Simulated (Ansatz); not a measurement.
**CH$_{2}$F$_{2}$Ge (SMILES [CH2]=[Ge]([F])[F]): density, localisation and related maps**

Input file:

```
basis:
  gaussian:
    orbitals: def2-TZVPD
crystal:
  periodic: [false, false, false]
  atoms:
    - {symbol: C, position_ang: [0.691857, -0.596014, -1.658474]}
    - {symbol: F, position_ang: [-1.348544, 1.543093, -2.737190]}
    - {symbol: F, position_ang: [-1.974614, -1.050258, -3.266493]}
    - {symbol: Ge, position_ang: [-0.675212, -0.064240, -2.646452]}
    - {symbol: H, position_ang: [0.998669, -1.633294, -1.771999]}
    - {symbol: H, position_ang: [1.431685, 0.160106, -1.405684]}
output: {forces: true, orbitals: {seedname: orbitals}}
hamiltonian:
  xc: pbe0
```

Command:

```sh
ansatz run input.yaml --threads 1 --pin off --max-ram 2610MiB --events-out events.jsonl --progress --plain --runs-dir runs
```

Geometry: PBE0-D3(BJ)/pcseg-1.

Method: Ansatz, isolated molecule in a Gaussian basis; Kohn-Sham density functional theory, functional PBE0.

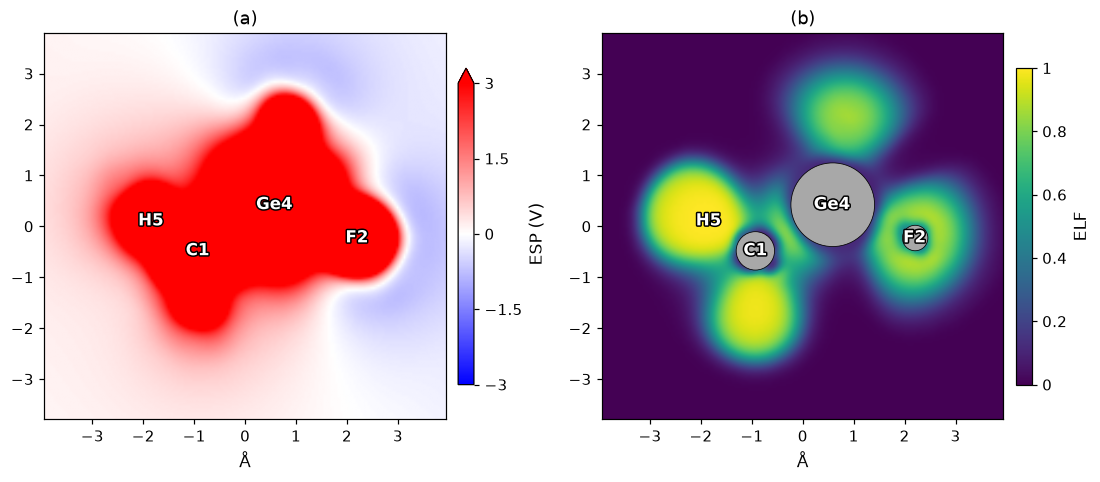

Figure 1. (a) electrostatic potential; (b) ELF on the plane of atoms C1, Ge4 and F2. Grey discs cover the atomic cores in the ELF map.

**What do the fields say about this system?**

- Atoms in the plane: C, F, Ge and H.
- Ge–F (1.75 Å): the ELF peaks at about 0.80 in the valence shell of F, 0.5 Å from its nucleus, and is about 0.30 at the midpoint.
- C–Ge (1.77 Å): the ELF peaks at about 0.80 in the valence shell of C, 0.7 Å from its nucleus, and is about 0.50 at the midpoint.
- C–H (1.09 Å): the ELF climbs to about 1 towards the hydrogen, as it does in any bond to H: an ordinary covalent bond to hydrogen.
- The ELF also peaks beside F2 and F3, away from the bonds: lone-pair regions.
- Outside the dense part of the molecule the potential is most negative (−0.8 V) near F2.

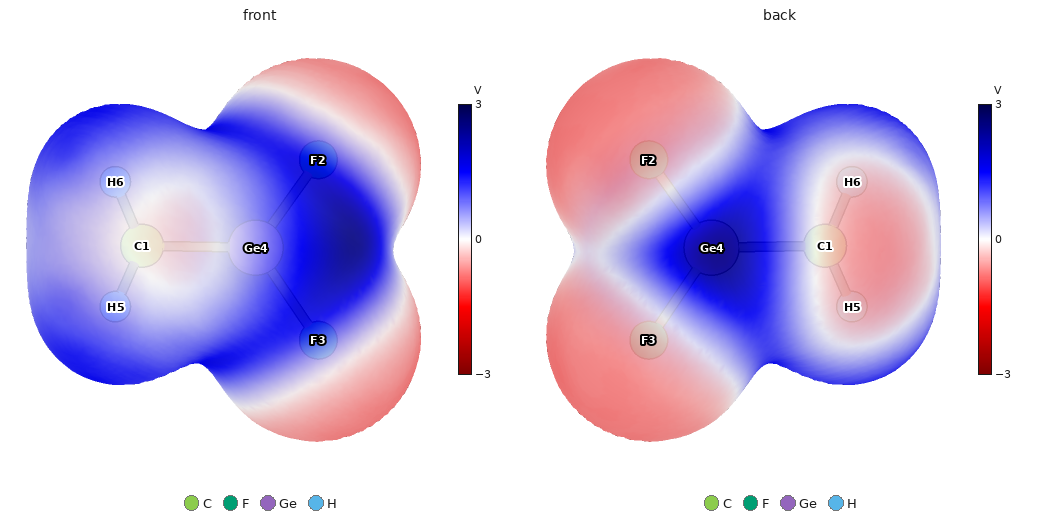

Figure 2. The electrostatic potential painted on the density surface at 0.002 e/bohr³, seen from the front and from behind; red is negative and blue positive.

**Where is the surface potential most negative and most positive?**

The most negative region (about −0.8 V, or −18 kcal/mol for a unit charge) lies over F2 and F3, the most positive (about +2.4 V, or +55 kcal/mol for a unit charge) over Ge4.

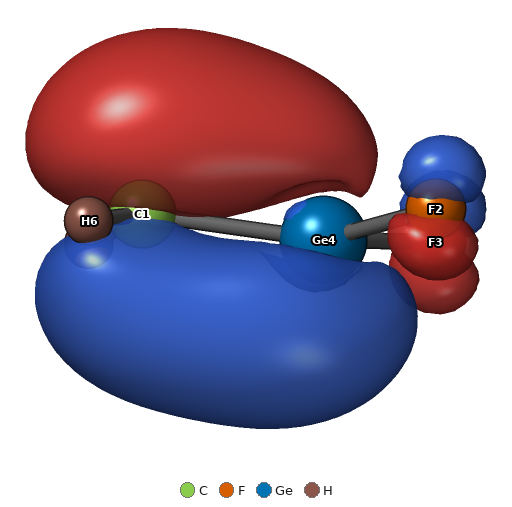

Figure 3. One frontier orbital at ±0.1 Å⁻³ᐟ² (red and blue are the two phases), seen from one side.

**Which orbital is it: HOMO or LUMO?**

The HOMO, at −7.27 eV. It lies mainly on C1 (about 55 %) and Ge4 (about 35 %).
